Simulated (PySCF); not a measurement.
# SiH2 (SMILES [SiH2]) at QCISD(T)/SBKJC (core potential)

What is the energy change on altering one bond length of SiH2 at QCISD(T)/SBKJC (core potential)? 

The results are computed with PySCF 2.14.0.

8 further runs of the same task are left out: 8 set aside as unsound or not needed.

## 1. The system as given

SiH2: 3 atoms, total charge 0, spin state singlet. SMILES: `[SiH2]`. The coordinates come from a PBE0-D4/def2-TZVP relaxation.

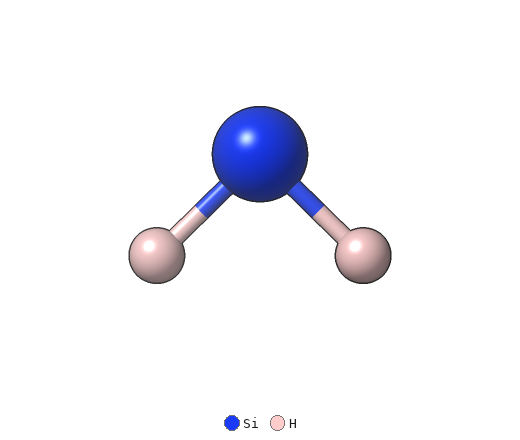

Viewed from a chosen angle; silicon blue, hydrogen pink.

## 2. A single-point energy at QCISD(T)/SBKJC (core potential)

calc.py

```python
from pyscf import gto, scf, cc

mol = gto.M(
    atom='''
Si      -0.491200       0.468600      -0.213600
H        0.840300       0.578600       0.522500
H       -0.349100      -1.047200      -0.308900
''',
    verbose=4,
    basis='sbkjc',
    spin=0,
    ecp={'Si': 'sbkjc'},
    max_memory=1860,
)

hf = scf.RHF(mol)
hf.conv_tol = 1e-10
hf.kernel()
if not hf.converged:
    hf = hf.newton().run(hf.mo_coeff, hf.mo_occ)

mycc = cc.QCISD(hf)
mycc.kernel()
e_t = mycc.qcisd_t()
e_tot = mycc.e_tot + e_t
print('E = %.10f Eh' % e_tot)
```

Run with:

```bash
$ OMP_NUM_THREADS=1 python calc.py
```

Output:

```text
PySCF version 2.14.0

[INPUT] num. atoms = 3
[INPUT] num. electrons = 6
[INPUT] charge = 0
[INPUT] spin (= nelec alpha-beta = 2S) = 0
[INPUT] symmetry False subgroup None
[INPUT] Mole.unit = angstrom
[INPUT] Symbol           X                Y                Z      unit          X                Y                Z       unit  Magmom
[INPUT]  1 Si    -0.491200000000   0.468600000000  -0.213600000000 AA   -0.928233472386   0.885525661971  -0.403645500207 Bohr   0.0
[INPUT]  2 H      0.840300000000   0.578600000000   0.522500000000 AA    1.587936862472   1.093395535673   0.987381900085 Bohr   0.0
[INPUT]  3 H     -0.349100000000  -1.047200000000  -0.308900000000 AA   -0.659703390086  -1.978921197645  -0.583736399878 Bohr   0.0

nuclear repulsion = 3.01808854715527
number of shells = 8
number of NR pGTOs = 22
number of NR cGTOs = 12
basis = sbkjc
ecp = {'Si': 'sbkjc'}

[... 33 lines left out ...]
converged SCF energy = -4.79782724521946
[... 10 lines left out ...]
Init t2, MP2 energy = -4.83778777202906  E_corr(MP2) -0.0399605268096013
[... 10 lines left out ...]
QCISD converged
[... 2 lines left out ...]
E = -4.8570604559 Eh
```

It took 0.54 s on 1 thread of Arm Neoverse V2, shared host; peak memory 0.12 GiB.

## 3. The distorted shape at the same level

run.py

```python
from pyscf import gto, scf, cc

mol = gto.Mole()
mol.atom = [
    ('Si', (-0.604883, 1.681273, -0.137358)),
    ('H', (0.726617, 1.791273, 0.598742)),
    ('H', (-0.349100, -1.047200, -0.308900)),
]
mol.ecp = {'Si': 'sbkjc'}
mol.max_memory = 1860
mol.basis = 'sbkjc'
mol.verbose = 3
mol.build()

myscf = scf.RHF(mol)
myscf.conv_tol = 1e-10
myscf.kernel()
if not myscf.converged:
    myscf = myscf.newton().run(myscf.mo_coeff, myscf.mo_occ)

mycc = cc.QCISD(myscf)
mycc.kernel()
e_t = mycc.qcisd_t()
e_tot = mycc.e_tot + e_t
print('E(%s) = %.9f' % ('QCISD(T)', e_tot))
```

Run with:

```bash
$ OMP_NUM_THREADS=1 python run.py
```

Output:

```text
converged SCF energy = -4.68531075055885
E(QCISD) = -4.785185918718097  E_corr = -0.09987516815925036
QCISD(T) correction = -0.00115652377644775
E(QCISD(T)) = -4.786342442
```

It took 0.56 s on 1 thread of Arm Neoverse V2, shared host; peak memory 0.12 GiB.

## 4. What came out

At QCISD(T)/SBKJC (core potential):

| quantity | value |
| --- | --- |
| first shape: total energy | -4.85706 Eh |
| first shape: dipole moment (Hartree–Fock density) | 1.11 D |
| first shape: HOMO energy (Hartree–Fock orbitals) | -9.05 eV |
| first shape: LUMO energy (Hartree–Fock orbitals) | -0.05 eV |
| first shape: HOMO–LUMO gap (Hartree–Fock orbitals) | 8.99 eV |
| first shape: correlation energy | -59.2 mEh |
| first shape: (T) correction | -0.42 mEh |
| first shape: T1 diagnostic | 0.011 |
| distorted shape: total energy | -4.78634 Eh |
| distorted shape: dipole moment (Hartree–Fock density) | 2.60 D |
| distorted shape: HOMO energy (Hartree–Fock orbitals) | -8.06 eV |
| distorted shape: LUMO energy (Hartree–Fock orbitals) | -0.70 eV |
| distorted shape: HOMO–LUMO gap (Hartree–Fock orbitals) | 7.36 eV |
| distorted shape: correlation energy | -101.0 mEh |
| distorted shape: (T) correction | -1.16 mEh |
| distorted shape: T1 diagnostic | 0.040 |
| energy change with the Si1–H3 bond stretched from 1.525 to 2.746 Å | 1.924 eV |

In words: One bond (distorted shape) is far stretched, which a spin-restricted single reference describes badly; perturbation theory on it can break down and give far too much correlation. With the Si1–H3 bond stretched from 1.525 to 2.746 Å the energy rises by 1.92 eV (44 kcal/mol). The first shape isn't relaxed at this level, so the change isn't measured from a minimum. A restricted reference can't describe the breaking bond well at this length. The triples (first shape) make up 0.7 % of the correlation energy. The T1 diagnostic (distorted shape) of 0.040 is above the customary mark for such species, so a single reference may not serve. The triples (distorted shape) make up 1.1 % of the correlation energy.
